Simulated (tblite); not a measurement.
Geometry relaxation, with input and output: C7H5OSi (part 1 of 3)

The run: geometry relaxation of C7H5OSi, multiplicity 2. Method and program: GFN2-xTB geometry optimisation, gas phase (tblite 0.8.0).

It belongs to a series of runs on one base structure; here: H removed from Si.

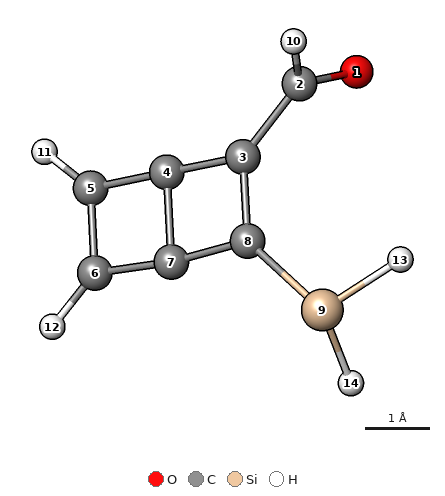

*The structure as given in the input (ball-and-stick view, seen at a tilt; atoms are numbered from 1 in the order of the input).*

Bond lengths as drawn: C–C 1.37 to 1.47 Å, C–H 1.08 to 1.09 Å, C–O 1.28 Å, C–Si 1.86 Å and H–Si 1.46 to 1.49 Å.

Input file
```
{"job": {"kind": "relax", "xc": "GFN2-xTB", "basis": "xTB"}, "charge": 0, "multiplicity": 2}
O     -1.884900     1.664400     1.703800
C     -1.347000     1.795400     0.551800
C     -0.362000     0.761300     0.207800
C      0.985500     0.570100     0.331600
C      2.344600     0.362400     0.485700
C      2.232200    -0.851900    -0.169900
C      0.869000    -0.718800    -0.346400
C     -0.480200    -0.445600    -0.437900
Si    -1.841500    -1.459300    -1.199900
H     -1.598000     2.622800    -0.096600
H      3.178400     0.902300     0.902600
H      2.969200    -1.609100    -0.424500
H     -3.152300    -0.799500    -0.919800
H     -1.913600    -2.795100    -0.610500
```

The first line tells a small driver script what to run in tblite; the rest is the geometry in Å.

Run on 1 CPU thread, shared host.

Launched with:
```bash
OMP_NUM_THREADS=1 python <driver script> task.json out
```

Log
```
step      E/eV     max force
  0    -625.95303    5.333
  1    -626.46779    5.382
  2    -626.67653    2.141
  3    -626.74092    0.674
  4    -626.77635    0.496
  5    -626.81781    0.518
  6    -626.83752    0.582
  7    -626.85962    0.523
  8    -626.87748    0.375
  9    -626.89493    0.348
 10    -626.90889    0.322
 11    -626.92113    0.322
 12    -626.93268    0.277
 13    -626.94290    0.221
 14    -626.95011    0.201
 15    -626.95538    0.174
 16    -626.96039    0.180
 17    -626.96559    0.196
 18    -626.97008    0.176
 19    -626.97342    0.137
 20    -626.97615    0.132
 21    -626.97848    0.126
 22    -626.98039    0.135
 23    -626.98246    0.148
 24    -626.98508    0.148
 25    -626.99146    0.228
 26    -626.99736    0.226
 27    -627.00885    0.336
 28    -627.02184    0.438
 29    -627.04390    0.508
 30    -627.07029    0.520
 31    -627.09939    0.846
 32    -627.12486    0.572
 33    -627.16852    0.798
 34    -627.21175    0.772
 35    -627.24208    0.546
 36    -627.24293    1.541
 37    -627.30312    0.695
 38    -627.29426    1.178
 39    -627.35442    0.441
 40    -627.38226    0.482
 41    -627.40859    0.421
 42    -627.42437    0.325
 43    -627.43208    0.319
 44    -627.44070    0.393
 45    -627.45160    0.285
 46    -627.46957    0.372
 47    -627.48202    0.377
 48    -627.49416    0.429
 49    -627.50214    0.254
 50    -627.50855    0.335
 51    -627.51480    0.214
 52    -627.52169    0.250
 53    -627.52860    0.197
 54    -627.53333    0.165
 55    -627.53827    0.205
 56    -627.54350    0.200
 57    -627.54990    0.260
 58    -627.55496    0.199
 59    -627.55903    0.150
 60    -627.56176    0.166
 61    -627.56380    0.136
 62    -627.56539    0.141
 63    -627.56765    0.157
 64    -627.57045    0.161
 65    -627.57397    0.175
 66    -627.57648    0.109
 67    -627.57777    0.102
 68    -627.57861    0.087
 69    -627.57964    0.117
 70    -627.58124    0.108
 71    -627.58267    0.082
 72    -627.58361    0.077
 73    -627.58436    0.079
 74    -627.58507    0.072
 75    -627.58598    0.067
 76    -627.58711    0.092
 77    -627.58823    0.110
 78    -627.58909    0.101
 79    -627.58960    0.073
 80    -627.58996    0.057
 81    -627.59029    0.049
 82    -627.59067    0.047
 83    -627.59107    0.045
 84    -627.59143    0.046
 85    -627.59172    0.043
 86    -627.59198    0.048
 87    -627.59224    0.060
 88    -627.59261    0.057
 89    -627.59313    0.067
 90    -627.59379    0.073
 91    -627.59431    0.049
 92    -627.59459    0.062
 93    -627.59476    0.040
 94    -627.59501    0.058
 95    -627.59541    0.052
 96    -627.59595    0.053
 97    -627.59644    0.064
 98    -627.59688    0.061
 99    -627.59726    0.056
100    -627.59752    0.039
101    -627.59766    0.026
102    -627.59775    0.027
103    -627.59785    0.034
104    -627.59796    0.032
105    -627.59805    0.030
106    -627.59815    0.038
107    -627.59830    0.048
108    -627.59867    0.080
109    -627.59761    0.629
110    -627.60004    0.147
111    -627.60592    0.377
112    -627.59860    0.100
113    -627.59650    0.174
114    -627.59946    0.178
115    -627.60322    0.336
116    -627.59800    0.124
117    -627.58670    0.417
118    -627.59857    0.132
119    -627.59887    0.088
120    -627.59989    0.090
121    -627.59826    0.123
122    -627.58476    0.926
123    -627.59894    0.067
124    -627.59893    0.103
125    -627.59888    0.077
126    -627.59895    0.111
127    -627.59898    0.122
128    -627.59926    0.238
129    -627.59962    0.418
130    -627.60045    0.720
131    -627.60535    0.999
132    -627.60730    1.498
133    -627.66063    1.164
134    -627.72856    1.294
135    -627.80851    1.174
136    -627.79300    1.303
137    -627.88990    1.173
138    -627.88999    1.548
139    -627.99277    1.221
140    -628.04502    1.130
141    -628.05330    1.665
142    -628.10296    1.910
143    -628.15352    1.704
144    -628.19307    1.640
145    -628.18830    1.885
146    -628.24735    2.129
147    -628.28245    1.788
148    -628.33240    1.637
149    -628.41955    1.566
150    -628.50961    1.154
151    -628.57516    0.908
152    -628.61676    1.248
153    -628.63276    0.979
154    -628.68355    0.922
155    -628.71000    0.880
156    -628.73555    1.093
157    -628.75795    1.171
158    -628.77891    1.121
159    -628.79994    0.918
160    -628.82182    0.661
161    -628.85162    0.584
162    -628.88123    0.477
163    -628.91061    0.592
164    -628.93780    0.555
165    -628.96525    0.680
166    -628.98967    0.534
167    -629.00842    0.365
168    -629.02071    0.228
169    -629.02609    0.256
170    -629.03096    0.245
171    -629.03613    0.196
172    -629.04123    0.235
173    -629.04468    0.169
174    -629.04802    0.176
175    -629.05031    0.120
176    -629.05201    0.125
177    -629.05387    0.093
178    -629.05603    0.141
179    -629.05859    0.150
180    -629.06231    0.164
181    -629.06626    0.167
182    -629.06955    0.148
183    -629.07201    0.120
184    -629.07419    0.133
185    -629.07634    0.140
186    -629.07853    0.145
187    -629.07981    0.093
188    -629.08044    0.072
189    -629.08076    0.054
190    -629.08095    0.024
191    -629.08102    0.024
192    -629.08105    0.020
193    -629.08107    0.015
194    -629.08108    0.015
195    -629.08109    0.013
196    -629.08110    0.016
197    -629.08111    0.021
198    -629.08113    0.024
199    -629.08115    0.030
200    -629.08118    0.030
201    -629.08122    0.027
202    -629.08129    0.029
203    -629.08142    0.041
204    -629.08168    0.058
205    -629.08207    0.077
206    -629.08262    0.084
207    -629.08317    0.063
208    -629.08343    0.059
209    -629.08370    0.077
210    -629.08407    0.050
211    -629.08438    0.024
212    -629.08455    0.035
213    -629.08461    0.015
214    -629.08465    0.010
```

Trajectory as extended XYZ (Å, eV, eV/Å), 34 of the 215 frames kept, from step=0 to step=214
```
14
Properties=species:S:1:pos:R:3:forces:R:3 step=0 energy=-625.95303
O    -1.8849    1.6644    1.7038    1.2660   0.9280  -3.7490
C    -1.3470    1.7954    0.5518   -1.1470  -1.3630   4.8330
C    -0.3620    0.7613    0.2078   -0.2960   3.8750   0.6790
C     0.9855    0.5701    0.3316    0.6250   3.6840   2.2560
C     2.3446    0.3624    0.4857    0.7080   1.8990   1.0700
C     2.2322   -0.8519   -0.1699    0.6430  -2.5600  -1.1560
C     0.8690   -0.7188   -0.3464    0.7640  -2.9460  -1.4290
C    -0.4802   -0.4456   -0.4379   -2.0350  -4.2010  -2.5780
Si   -1.8415   -1.4593   -1.1999   -0.6170   0.5770   1.0980
H    -1.5980    2.6228   -0.0966   -0.0690   0.1640  -0.3260
H     3.1784    0.9023    0.9026   -0.1260   0.1370   0.0540
H     2.9692   -1.6091   -0.4245   -0.2920   0.0610  -0.0450
H    -3.1523   -0.7995   -0.9198    0.3920  -0.1700  -0.3780
H    -1.9136   -2.7951   -0.6105    0.1830  -0.0840  -0.3280
14
Properties=species:S:1:pos:R:3:forces:R:3 step=6 energy=-626.83752
O    -1.9282    1.7228    1.6859    0.0580  -0.0390   0.1220
C    -1.3483    1.7842    0.6363   -0.0510  -0.0420  -0.3610
C    -0.3527    0.8109    0.1516    0.3330  -0.1710   0.4460
C     1.0008    0.6383    0.3793   -0.2690  -0.1330  -0.2850
C     2.3729    0.3818    0.4915    0.0170   0.0740   0.0140
C     2.2618   -0.8821   -0.1754   -0.0400   0.0960   0.0010
C     0.8981   -0.7436   -0.3589   -0.0480   0.0550  -0.0410
C    -0.4832   -0.5114   -0.5020    0.2020   0.2520   0.0870
Si   -1.9120   -1.4590   -1.1032    0.0160   0.0170   0.3390
H    -1.5919    2.5904   -0.0911    0.0390   0.0340  -0.0570
H     3.1881    0.9334    0.9226    0.0110   0.0390   0.0460
H     2.9708   -1.6471   -0.4426   -0.0300  -0.0490   0.0170
H    -3.1792   -0.7837   -0.9583   -0.2380   0.0930  -0.1160
H    -1.8978   -2.8353   -0.6578    0.0010  -0.2270  -0.2120
14
Properties=species:S:1:pos:R:3:forces:R:3 step=13 energy=-626.94290
O    -1.9309    1.7463    1.6783   -0.1070   0.1030   0.0720
C    -1.3379    1.7814    0.6346    0.0070   0.0030  -0.1030
C    -0.3294    0.7971    0.2201    0.0950   0.1870  -0.0710
C     1.0283    0.6512    0.3420   -0.0750  -0.0370  -0.1800
C     2.4007    0.3954    0.4887   -0.1180   0.0000  -0.0640
C     2.2747   -0.8694   -0.1899   -0.0420   0.0470   0.0470
C     0.9166   -0.7198   -0.3982   -0.0060   0.1210   0.1780
C    -0.4877   -0.4998   -0.4720    0.0950  -0.0430   0.1660
Si   -1.9687   -1.4551   -0.8618    0.1050  -0.1000  -0.0170
H    -1.5747    2.5601   -0.1352    0.0620  -0.1100   0.1150
H     3.1909    0.9598    0.9526    0.0190  -0.1290  -0.0210
H     2.9593   -1.6637   -0.4296    0.0800  -0.0180  -0.0270
H    -3.2386   -0.7804   -1.0325   -0.0380  -0.0470   0.0350
H    -1.9033   -2.9034   -0.8192   -0.0780   0.0230  -0.1300
14
Properties=species:S:1:pos:R:3:forces:R:3 step=19 energy=-626.97342
O    -1.9503    1.7742    1.6742   -0.0580  -0.0150  -0.0380
C    -1.3405    1.7923    0.6389    0.0720   0.0690   0.0130
C    -0.3202    0.8209    0.2329   -0.0380  -0.0630   0.0180
C     1.0409    0.6899    0.2849    0.0150  -0.0250   0.0720
C     2.4043    0.4082    0.4609    0.0820   0.0330  -0.0480
C     2.2717   -0.8696   -0.1783   -0.0280  -0.0410   0.0080
C     0.9124   -0.7127   -0.3790    0.0080   0.0790  -0.0350
C    -0.4938   -0.5124   -0.3861   -0.0450  -0.1280  -0.0160
Si   -1.9646   -1.4750   -0.7925   -0.0370  -0.0610  -0.0470
H    -1.5596    2.5521   -0.1429   -0.0180   0.1120   0.0100
H     3.2046    0.9211    0.9569    0.0660   0.0860   0.0070
H     2.9693   -1.6536   -0.4226   -0.0410  -0.0430   0.0400
H    -3.2359   -0.8199   -1.0317   -0.0070   0.0140   0.0760
H    -1.9388   -2.9160   -0.9379    0.0290  -0.0190  -0.0600
14
Properties=species:S:1:pos:R:3:forces:R:3 step=26 energy=-626.99736
O    -1.9967    1.7764    1.6340   -0.0840  -0.0810   0.0070
C    -1.3312    1.8171    0.6321   -0.0710  -0.0330   0.1750
C    -0.3257    0.8209    0.2479   -0.1390  -0.1270  -0.0690
C     1.0379    0.7001    0.2725    0.1120   0.1610  -0.0670
C     2.4091    0.4284    0.4337    0.0660  -0.0140   0.0150
C     2.2686   -0.8666   -0.1691   -0.0720  -0.1590   0.0400
C     0.9086   -0.7039   -0.3627   -0.0120  -0.2170   0.0620
C    -0.5012   -0.5494   -0.3187   -0.0880   0.0540  -0.1760
Si   -1.9523   -1.5143   -0.8078   -0.0100   0.1180   0.0780
H    -1.5081    2.6228   -0.1106    0.1820   0.0860  -0.0870
H     3.2232    0.9371    0.9146   -0.0140   0.1140  -0.0280
H     2.9435   -1.6822   -0.3791   -0.0040   0.0800   0.0080
H    -3.2359   -0.8427   -0.9460    0.0700  -0.0580   0.0640
H    -1.9405   -2.9443   -1.0629    0.0630   0.0780  -0.0240
14
Properties=species:S:1:pos:R:3:forces:R:3 step=32 energy=-627.12486
O    -2.1963    1.7094    1.4634   -0.0010   0.0120  -0.2820
C    -1.3160    1.8343    0.6447    0.2250  -0.2280  -0.3280
C    -0.3827    0.7965    0.2071    0.4290   0.0060   0.0590
C     1.0115    0.7041    0.2194   -0.1680  -0.0580   0.1000
C     2.3871    0.4606    0.3831   -0.4840  -0.0020  -0.1890
C     2.2231   -0.9205   -0.0797    0.1830   0.4610   0.0710
C     0.8741   -0.7599   -0.2648   -0.0030   0.0070  -0.3390
C    -0.5303   -0.5826   -0.3341    0.2340   0.1830   0.4890
Si   -1.9499   -1.5622   -0.8170    0.1380  -0.0620   0.0750
H    -1.1471    2.7857    0.0821   -0.0150   0.0820   0.3970
H     3.1941    1.1057    0.7003   -0.0630  -0.2710  -0.0760
H     2.8855   -1.7518   -0.2385    0.0880  -0.0440   0.1470
H    -3.2126   -0.9245   -0.6408   -0.5450   0.1040  -0.0190
H    -1.8413   -2.8951   -1.3476   -0.0180  -0.1890  -0.1050
14
Properties=species:S:1:pos:R:3:forces:R:3 step=39 energy=-627.35442
O    -2.3348    1.6846    1.1594   -0.1540   0.0920  -0.2160
C    -1.2585    1.8353    0.6127   -0.0840  -0.0040   0.1270
C    -0.3937    0.7875    0.1795   -0.0710   0.0360  -0.0040
C     0.9873    0.7185    0.1233    0.0480  -0.0110  -0.1910
C     2.3435    0.5032    0.2700    0.1840   0.0850   0.1230
C     2.1978   -0.9145    0.0063    0.1390  -0.0610  -0.4140
C     0.8502   -0.7938   -0.2448   -0.0430  -0.0180   0.1140
C    -0.5544   -0.6302   -0.2219    0.0510  -0.1510  -0.0120
Si   -1.9731   -1.6342   -0.6995    0.0530   0.0430  -0.1620
H    -0.8304    2.8407    0.4068   -0.0820   0.0300   0.2120
H     3.1513    1.1638    0.5085    0.2090   0.0220   0.0360
H     2.8790   -1.7453   -0.0524    0.0210  -0.0510   0.1790
H    -3.2750   -1.0759   -0.4290   -0.1690  -0.1020  -0.0330
H    -1.7899   -2.7400   -1.6411   -0.1030   0.0900   0.2400
14
Properties=species:S:1:pos:R:3:forces:R:3 step=45 energy=-627.45160
O    -2.4201    1.7028    0.9403   -0.1070  -0.1390  -0.1980
C    -1.2536    1.8238    0.6060   -0.0040  -0.0620   0.2200
C    -0.3878    0.7833    0.1623    0.0110   0.1020   0.0180
C     0.9978    0.7110    0.0520    0.1150   0.1690   0.1990
C     2.3583    0.5272    0.2164    0.0960  -0.1810  -0.0780
C     2.2230   -0.9090   -0.0331   -0.0800   0.0720   0.1430
C     0.8620   -0.8077   -0.2447    0.0180   0.0400  -0.1530
C    -0.5503   -0.6459   -0.2104    0.0870   0.0380  -0.0150
Si   -2.0116   -1.5979   -0.6628    0.0800   0.0670  -0.0750
H    -0.7487    2.8056    0.6690    0.0550   0.1010  -0.0140
H     3.1853    1.1746    0.4546   -0.0710  -0.0200  -0.0750
H     2.9073   -1.7373    0.0631   -0.0920  -0.0090  -0.0500
H    -3.3672   -1.1742   -0.4031   -0.0340   0.0080   0.0370
H    -1.7950   -2.6568   -1.6318   -0.0750  -0.1850   0.0410
```
